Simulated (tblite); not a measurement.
**Run report: C6H15NOSi, geometry relaxation (part 4 of 4)**

Continued. System: C6H15NOSi, SMILES CC[C@@H]1C[C@@H](OC)[Si@@H]1N. Method: GFN2-xTB geometry optimisation, gas phase (tblite 0.8.0). It belongs to a series of runs on one base structure; here: H on C replaced by OCH3.

Geometry of the input (Å):
```
C  -3.0448  -0.2818  -0.5622
C  -1.8666  0.6245  -0.8439
C  -0.9588  0.5790  0.3700
C  0.2426  1.4721  0.1431
C  1.2657  0.3989  -0.1649
O  2.4491  0.4837  0.5508
C  3.4881  0.2687  -0.3673
Si 0.1354  -0.8334  0.6564
N  -0.0845  -2.3119  -0.3050
H  -4.0033  0.1676  -0.9249
H  -2.9244  -1.2799  -1.0354
H  -3.1093  -0.4101  0.5535
H  -1.3889  0.4638  -1.7900
H  -2.2912  1.6626  -0.8517
H  -1.5412  0.9177  1.2831
H  0.0366  2.1718  -0.6605
H  0.5165  1.9627  1.1234
H  1.3984  0.1851  -1.2565
H  4.4896  0.3127  0.1142
H  3.4338  1.0092  -1.1818
H  3.3810  -0.7400  -0.8031
H  0.4722  -1.0198  2.0581
H  -0.8817  -2.8943  -0.0362
H  0.7741  -2.8890  -0.2282
```

## Trajectory as extended XYZ, continued
```
24
Properties=species:S:1:pos:R:3:forces:R:3 step=136 energy=-794.46864
C    -3.1461   -0.3782   -0.3104   -0.0050   0.0000   0.0020
C    -2.0388    0.6071   -0.6596   -0.0040  -0.0070  -0.0040
C    -0.9513    0.6471    0.4080   -0.0050   0.0020  -0.0010
C     0.1955    1.6190    0.0538   -0.0020   0.0030   0.0030
C     1.2893    0.6226   -0.3584   -0.0010   0.0060  -0.0010
O     2.5501    0.9757    0.1864   -0.0010  -0.0080   0.0020
C     3.5341    0.0250   -0.0878   -0.0020   0.0060   0.0000
Si    0.2875   -0.8149    0.4333    0.0070   0.0030  -0.0050
N    -0.0097   -2.0998   -0.6792   -0.0010  -0.0010  -0.0030
H    -3.9173   -0.3781   -1.0779    0.0010   0.0000   0.0040
H    -2.7420   -1.3839   -0.2258   -0.0020   0.0050   0.0050
H    -3.6074   -0.1141    0.6394    0.0040   0.0030  -0.0040
H    -1.5958    0.3281   -1.6173   -0.0040  -0.0010  -0.0030
H    -2.4716    1.6067   -0.7703    0.0090  -0.0070   0.0010
H    -1.4174    0.9030    1.3613    0.0030   0.0040   0.0050
H    -0.0642    2.3392   -0.7212    0.0040  -0.0040  -0.0020
H     0.5400    2.1653    0.9299    0.0020   0.0010   0.0020
H     1.3832    0.5565   -1.4530   -0.0040  -0.0070  -0.0030
H     4.4620    0.3882    0.3509   -0.0010  -0.0050   0.0080
H     3.6704   -0.1083   -1.1702    0.0070   0.0000   0.0050
H     3.2753   -0.9513    0.3490   -0.0020   0.0140  -0.0060
H     0.7221   -1.1851    1.7870    0.0020  -0.0060   0.0000
H    -0.7427   -2.7575   -0.4671    0.0000  -0.0030   0.0020
H     0.7833   -2.5924   -1.0597   -0.0050   0.0030  -0.0040
24
Properties=species:S:1:pos:R:3:forces:R:3 step=142 energy=-794.46892
C    -3.1488   -0.3785   -0.3067    0.0090   0.0040   0.0080
C    -2.0408    0.6057   -0.6579   -0.0010   0.0070   0.0010
C    -0.9498    0.6465    0.4073   -0.0040   0.0010  -0.0080
C     0.1956    1.6193    0.0495    0.0050  -0.0080  -0.0060
C     1.2895    0.6228   -0.3622    0.0060  -0.0150  -0.0010
O     2.5499    0.9783    0.1817   -0.0020   0.0030  -0.0080
C     3.5350    0.0263   -0.0825    0.0000  -0.0020   0.0020
Si    0.2896   -0.8158    0.4307   -0.0030   0.0070  -0.0020
N    -0.0095   -2.0985   -0.6840   -0.0040   0.0040  -0.0010
H    -3.9206   -0.3815   -1.0739    0.0140   0.0020   0.0070
H    -2.7444   -1.3838   -0.2171   -0.0060   0.0080   0.0000
H    -3.6095   -0.1097    0.6419   -0.0020  -0.0020   0.0020
H    -1.6023    0.3299   -1.6189    0.0040  -0.0090   0.0150
H    -2.4719    1.6061   -0.7641   -0.0070   0.0020  -0.0070
H    -1.4125    0.9044    1.3621   -0.0010  -0.0060  -0.0080
H    -0.0640    2.3373   -0.7276   -0.0070  -0.0040  -0.0020
H     0.5421    2.1686    0.9230   -0.0060  -0.0070   0.0010
H     1.3814    0.5522   -1.4570    0.0050   0.0050   0.0060
H     4.4591    0.3884    0.3651   -0.0020  -0.0020   0.0000
H     3.6820   -0.1116   -1.1631    0.0010   0.0140   0.0080
H     3.2704   -0.9481    0.3541   -0.0030  -0.0030   0.0010
H     0.7241   -1.1919    1.7832    0.0010   0.0000  -0.0060
H    -0.7390   -2.7598   -0.4707   -0.0010   0.0000   0.0030
H     0.7825   -2.5868   -1.0720    0.0020   0.0010  -0.0060
24
Properties=species:S:1:pos:R:3:forces:R:3 step=147 energy=-794.46930
C    -3.1482   -0.3798   -0.2920   -0.0090  -0.0010  -0.0020
C    -2.0470    0.6078   -0.6521    0.0000   0.0000   0.0030
C    -0.9468    0.6486    0.4020    0.0060  -0.0040   0.0070
C     0.1968    1.6192    0.0335   -0.0060   0.0010   0.0020
C     1.2919    0.6216   -0.3727   -0.0040   0.0110  -0.0030
O     2.5485    0.9817    0.1760    0.0000   0.0020   0.0130
C     3.5336    0.0237   -0.0639    0.0040   0.0020   0.0010
Si    0.2901   -0.8154    0.4189    0.0030  -0.0090   0.0000
N    -0.0114   -2.0925   -0.7017    0.0020  -0.0030   0.0000
H    -3.9218   -0.3869   -1.0566   -0.0130   0.0030   0.0000
H    -2.7421   -1.3842   -0.2033    0.0110   0.0050   0.0060
H    -3.6061   -0.1105    0.6577   -0.0010  -0.0010   0.0030
H    -1.6162    0.3347   -1.6170    0.0040  -0.0110   0.0000
H    -2.4828    1.6068   -0.7522   -0.0020   0.0050  -0.0110
H    -1.4006    0.9078    1.3605   -0.0020  -0.0020   0.0010
H    -0.0673    2.3300   -0.7487    0.0020  -0.0030   0.0010
H     0.5431    2.1756    0.9026    0.0020  -0.0010  -0.0060
H     1.3883    0.5498   -1.4666    0.0080   0.0010  -0.0060
H     4.4520    0.3876    0.3935    0.0060  -0.0010   0.0030
H     3.6963   -0.1241   -1.1406    0.0020   0.0010  -0.0030
H     3.2593   -0.9451    0.3790   -0.0010  -0.0040  -0.0040
H     0.7292   -1.2030    1.7664   -0.0040   0.0060   0.0030
H    -0.7325   -2.7614   -0.4832    0.0000   0.0020  -0.0020
H     0.7817   -2.5722   -1.0985   -0.0070   0.0020  -0.0070
24
Properties=species:S:1:pos:R:3:forces:R:3 step=152 energy=-794.46958
C    -3.1509   -0.3779   -0.2870    0.0060   0.0050   0.0050
C    -2.0473    0.6063   -0.6499   -0.0020  -0.0070  -0.0090
C    -0.9454    0.6472    0.4031   -0.0100   0.0040  -0.0080
C     0.1962    1.6178    0.0297    0.0070   0.0000  -0.0030
C     1.2924    0.6216   -0.3761    0.0080  -0.0110   0.0040
O     2.5477    0.9837    0.1757   -0.0080   0.0010   0.0030
C     3.5343    0.0258   -0.0588   -0.0010  -0.0010   0.0040
Si    0.2923   -0.8171    0.4168    0.0000   0.0100  -0.0050
N    -0.0140   -2.0908   -0.7061   -0.0020   0.0020  -0.0020
H    -3.9231   -0.3889   -1.0531   -0.0010  -0.0060   0.0040
H    -2.7412   -1.3799   -0.1907   -0.0060  -0.0130  -0.0030
H    -3.6110   -0.1054    0.6605   -0.0020   0.0100   0.0080
H    -1.6160    0.3250   -1.6124   -0.0030   0.0020  -0.0050
H    -2.4809    1.6061   -0.7572    0.0140  -0.0110   0.0010
H    -1.3978    0.9074    1.3618    0.0020  -0.0010   0.0060
H    -0.0690    2.3255   -0.7545   -0.0080   0.0050  -0.0030
H     0.5444    2.1774    0.8957    0.0020   0.0050   0.0040
H     1.3910    0.5485   -1.4701    0.0080   0.0070   0.0080
H     4.4495    0.3870    0.4077   -0.0030  -0.0020  -0.0010
H     3.7059   -0.1201   -1.1342    0.0030   0.0070  -0.0070
H     3.2538   -0.9435    0.3786    0.0070  -0.0100   0.0020
H     0.7341   -1.2082    1.7625   -0.0050   0.0070   0.0010
H    -0.7319   -2.7621   -0.4855   -0.0050  -0.0030   0.0000
H     0.7753   -2.5657   -1.1155    0.0010   0.0010  -0.0050
24
Properties=species:S:1:pos:R:3:forces:R:3 step=157 energy=-794.46997
C    -3.1540   -0.3746   -0.2768   -0.0060  -0.0120   0.0000
C    -2.0508    0.6060   -0.6493    0.0090  -0.0020   0.0100
C    -0.9446    0.6463    0.3991    0.0180  -0.0070   0.0040
C     0.1967    1.6158    0.0200   -0.0090   0.0050   0.0040
C     1.2953    0.6195   -0.3807   -0.0120   0.0150   0.0000
O     2.5438    0.9803    0.1867    0.0080  -0.0040   0.0080
C     3.5349    0.0275   -0.0485    0.0050  -0.0020  -0.0070
Si    0.2921   -0.8187    0.4068    0.0000  -0.0140   0.0020
N    -0.0176   -2.0940   -0.7135   -0.0070   0.0020  -0.0030
H    -3.9261   -0.3970   -1.0428    0.0000   0.0050  -0.0030
H    -2.7423   -1.3754   -0.1708   -0.0120  -0.0010   0.0070
H    -3.6169   -0.0927    0.6670    0.0160   0.0040  -0.0010
H    -1.6240    0.3225   -1.6131   -0.0050  -0.0100  -0.0020
H    -2.4793    1.6072   -0.7568   -0.0120   0.0030  -0.0010
H    -1.3907    0.9043    1.3620    0.0000   0.0060  -0.0190
H    -0.0734    2.3182   -0.7678    0.0110  -0.0010   0.0030
H     0.5463    2.1810    0.8821   -0.0090   0.0030  -0.0040
H     1.4072    0.5520   -1.4735    0.0000  -0.0010   0.0010
H     4.4448    0.3859    0.4299    0.0020  -0.0010   0.0070
H     3.7176   -0.1047   -1.1242   -0.0020  -0.0020   0.0020
H     3.2531   -0.9476    0.3756    0.0090  -0.0010  -0.0060
H     0.7361   -1.2094    1.7521   -0.0040   0.0040  -0.0010
H    -0.7284   -2.7706   -0.4855    0.0020   0.0050  -0.0030
H     0.7684   -2.5620   -1.1371   -0.0010   0.0060   0.0020
24
Properties=species:S:1:pos:R:3:forces:R:3 step=163 energy=-794.47063
C    -3.1568   -0.3771   -0.2538    0.0000   0.0070   0.0070
C    -2.0567    0.6004   -0.6445   -0.0150  -0.0050  -0.0140
C    -0.9383    0.6472    0.3901   -0.0190   0.0000  -0.0100
C     0.1978    1.6153   -0.0054    0.0080  -0.0050   0.0000
C     1.3022    0.6181   -0.3886    0.0130  -0.0060   0.0080
O     2.5413    0.9769    0.2025   -0.0020   0.0020   0.0000
C     3.5390    0.0282   -0.0227   -0.0100   0.0050   0.0090
Si    0.2927   -0.8205    0.3925    0.0010   0.0070  -0.0030
N    -0.0288   -2.0848   -0.7367    0.0120   0.0020   0.0000
H    -3.9451   -0.3911   -1.0035    0.0020   0.0060   0.0060
H    -2.7507   -1.3809   -0.1597    0.0050  -0.0070   0.0010
H    -3.5953   -0.0961    0.7015   -0.0080   0.0060   0.0040
H    -1.6429    0.3085   -1.6114    0.0040   0.0000  -0.0050
H    -2.4867    1.6011   -0.7545   -0.0060  -0.0070   0.0020
H    -1.3736    0.9113    1.3554   -0.0090   0.0060   0.0040
H    -0.0765    2.3007   -0.8061    0.0120  -0.0010  -0.0100
H     0.5429    2.1998    0.8450    0.0000   0.0030   0.0090
H     1.4349    0.5493   -1.4788   -0.0030   0.0040   0.0020
H     4.4360    0.3797    0.4844    0.0020   0.0020  -0.0050
H     3.7468   -0.0890   -1.0951    0.0070   0.0020  -0.0080
H     3.2483   -0.9530    0.3802    0.0020  -0.0090   0.0010
H     0.7318   -1.2152    1.7372    0.0080  -0.0130   0.0060
H    -0.7275   -2.7720   -0.5032    0.0020   0.0050  -0.0040
H     0.7534   -2.5372   -1.1838   -0.0040  -0.0040   0.0010
24
Properties=species:S:1:pos:R:3:forces:R:3 step=168 energy=-794.47094
C    -3.1600   -0.3747   -0.2477   -0.0010  -0.0030  -0.0020
C    -2.0586    0.5967   -0.6489    0.0080   0.0040   0.0060
C    -0.9395    0.6462    0.3849    0.0070   0.0060   0.0040
C     0.1990    1.6141   -0.0072   -0.0040   0.0020  -0.0010
C     1.3048    0.6171   -0.3863   -0.0080  -0.0030   0.0000
O     2.5412    0.9751    0.2099   -0.0020  -0.0020   0.0000
C     3.5413    0.0307   -0.0204    0.0130  -0.0050  -0.0060
Si    0.2930   -0.8216    0.3907   -0.0020   0.0010   0.0070
N    -0.0287   -2.0859   -0.7385   -0.0050   0.0050   0.0040
H    -3.9502   -0.3895   -0.9949   -0.0080  -0.0050  -0.0010
H    -2.7568   -1.3796   -0.1487   -0.0020   0.0030   0.0030
H    -3.5952   -0.0853    0.7066   -0.0010   0.0020   0.0030
H    -1.6464    0.2981   -1.6147   -0.0070   0.0040   0.0010
H    -2.4873    1.5974   -0.7618   -0.0010  -0.0010  -0.0110
H    -1.3760    0.9124    1.3496   -0.0010  -0.0030  -0.0040
H    -0.0692    2.2990   -0.8109   -0.0010  -0.0030   0.0040
H     0.5398    2.1991    0.8452   -0.0020  -0.0040  -0.0060
H     1.4400    0.5516   -1.4766    0.0060  -0.0050   0.0090
H     4.4346    0.3782    0.4959    0.0040  -0.0020  -0.0020
H     3.7572   -0.0728   -1.0934   -0.0030   0.0020   0.0070
H     3.2509   -0.9568    0.3683    0.0010   0.0070  -0.0010
H     0.7306   -1.2190    1.7363    0.0020  -0.0050  -0.0120
H    -0.7253   -2.7742   -0.5022   -0.0020   0.0050  -0.0050
H     0.7491   -2.5366   -1.1941    0.0110   0.0000   0.0030
24
Properties=species:S:1:pos:R:3:forces:R:3 step=173 energy=-794.47109
C    -3.1631   -0.3736   -0.2404   -0.0050  -0.0020   0.0040
C    -2.0626    0.5969   -0.6471   -0.0070  -0.0020  -0.0030
C    -0.9388    0.6472    0.3817   -0.0010  -0.0050   0.0010
C     0.1991    1.6132   -0.0162    0.0000  -0.0020  -0.0010
C     1.3071    0.6152   -0.3871    0.0020   0.0020   0.0030
O     2.5399    0.9721    0.2179    0.0060   0.0040   0.0030
C     3.5434    0.0306   -0.0125   -0.0050   0.0040   0.0020
Si    0.2920   -0.8220    0.3870    0.0010  -0.0060  -0.0020
N    -0.0280   -2.0839   -0.7451    0.0000   0.0000  -0.0050
H    -3.9586   -0.3871   -0.9824    0.0030  -0.0020   0.0030
H    -2.7613   -1.3793   -0.1440    0.0020   0.0030   0.0000
H    -3.5922   -0.0846    0.7171    0.0010   0.0030  -0.0020
H    -1.6556    0.2978   -1.6146    0.0020  -0.0070  -0.0050
H    -2.4923    1.5969   -0.7612    0.0020   0.0090   0.0020
H    -1.3716    0.9143    1.3475    0.0000   0.0030   0.0030
H    -0.0699    2.2900   -0.8259   -0.0010   0.0050  -0.0030
H     0.5379    2.2062    0.8311    0.0010   0.0010   0.0030
H     1.4512    0.5496   -1.4758    0.0010  -0.0080  -0.0030
H     4.4330    0.3747    0.5123    0.0020   0.0040   0.0000
H     3.7664   -0.0644   -1.0843   -0.0010   0.0000  -0.0050
H     3.2512   -0.9595    0.3670    0.0010  -0.0020   0.0010
H     0.7325   -1.2254    1.7289   -0.0010  -0.0030   0.0040
H    -0.7222   -2.7747   -0.5094   -0.0020   0.0010  -0.0080
H     0.7509   -2.5304   -1.2036   -0.0020   0.0020   0.0080
```

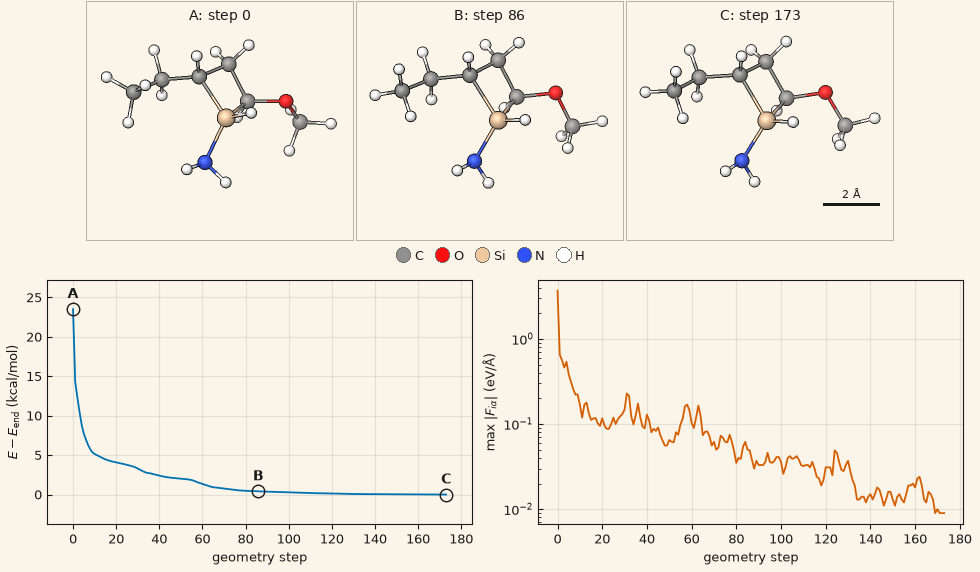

Frames of the relaxation (ball-and-stick view, seen at a tilt) above the curves, on which the letters mark them (steps are counted from 0).

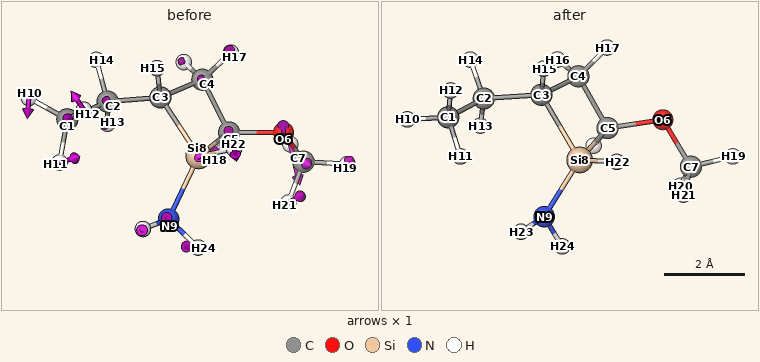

Before (left) and after (right) the relaxation, at one scale (ball-and-stick view, seen at a tilt). The pink arrows give the displacements, at true length. After 173 geometry steps the energy has fallen by 23.5 kcal/mol. Largest force component: 3.7 eV/Å at the start, 0.009 eV/Å at the end. The largest move after the best rigid fit is that of H21, 1.22 Å. By element the largest moves are H 1.22 Å, O 0.60 Å, N 0.47 Å, C 0.45 Å, Si 0.30 Å. Distances before and after: C3–Si8 1.809 → 1.917 Å, C5–Si8 1.863 → 1.922 Å, Si8–N9 1.777 → 1.725 Å, C3–H15 1.135 → 1.092 Å. Among the angles that change: Si8–N9–H24 108.7° → 118.6°, O6–C5–Si8 109.3° → 118.4°, C3–C2–H13 115.8° → 109.4°. (Atoms are counted from 1 in the order of the input.)
